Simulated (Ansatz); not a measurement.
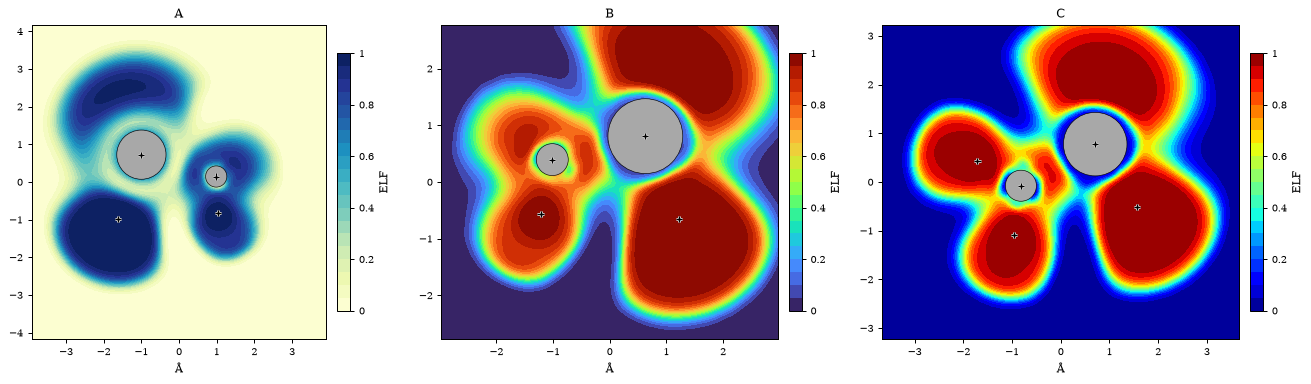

The electron localisation function of 3 systems, each on a plane through atoms (crosses mark nuclei in the plane; grey discs cover the cores).

Method: Ansatz, RKS PBE-D4/def2-SVP.

System 1: H$_{3}$NSi···NH$_{3}$, the plane of atoms Si1, N6 and H8. 

```xyz
9

Si   -0.7199    0.0668    0.5534
H     1.8160    0.0181    1.5724
N     2.1760    0.0055    0.6109
H     1.8576   -0.8512    0.1442
H     1.7882    0.8123    0.1078
N    -0.7978    1.3933   -0.5823
H    -0.7130    1.3408   -1.6011
H    -0.9828    2.3506   -0.2707
H    -0.5059   -1.0066   -0.5490
```

System 2: H$_{2}$OSi···CH$_{4}$, the plane of atoms O7, Si1 and H9. 

```xyz
9

Si   -0.0260    0.0455   -1.2551
C     1.2679   -0.0473    1.7736
H     0.4101   -0.6980    2.0246
H     2.0780   -0.1988    2.5114
H     0.9513    1.0119    1.7680
H     1.6587   -0.3123    0.7673
O    -0.8230    1.3892   -0.6023
H    -1.5642    1.2024    0.0035
H    -0.9029   -1.0730   -0.5839
```

System 3: H$_{2}$OSn···H$_{2}$O, the plane of atoms Sn1, O6 and H7. Core potentials replace the inner electrons of Sn; not at a stationary point (largest force 1.0 eV/Å).

```json
{"atom": "Sn", "x (Å)": "0.0246", "y (Å)": "0.2473", "z (Å)": "-1.0400"}
{"atom": "O", "x (Å)": "1.2339", "y (Å)": "-0.0668", "z (Å)": "1.8394"}
{"atom": "H", "x (Å)": "0.6173", "y (Å)": "-0.7808", "z (Å)": "1.5294"}
{"atom": "H", "x (Å)": "1.9462", "y (Å)": "-0.1732", "z (Å)": "1.1583"}
{"atom": "H", "x (Å)": "-1.5649", "y (Å)": "1.0589", "z (Å)": "-0.7106"}
{"atom": "O", "x (Å)": "-0.4683", "y (Å)": "-1.4475", "z (Å)": "0.0396"}
{"atom": "H", "x (Å)": "-1.3807", "y (Å)": "-1.3638", "z (Å)": "0.3808"}
```

> Which map belongs to which system?

Panel A is system 3, H$_{2}$OSn···H$_{2}$O: the plane holds Sn, H and O. Sn–O (2.07 Å): the ELF peaks at about 0.85 in the valence shell of O, 0.6 Å from its nucleus, and drops to about 0.15 between the two atoms. Panel B is system 2, H$_{2}$OSi···CH$_{4}$: the plane holds Si, O and H. Si–O (1.69 Å): the ELF peaks at about 0.85 between the atoms (a shared but strongly polarised pair). Panel C is system 1, H$_{3}$NSi···NH$_{3}$: the plane holds Si, N and H. Si–N (1.75 Å): the ELF peaks at about 0.90 between the atoms: a polar covalent bond.
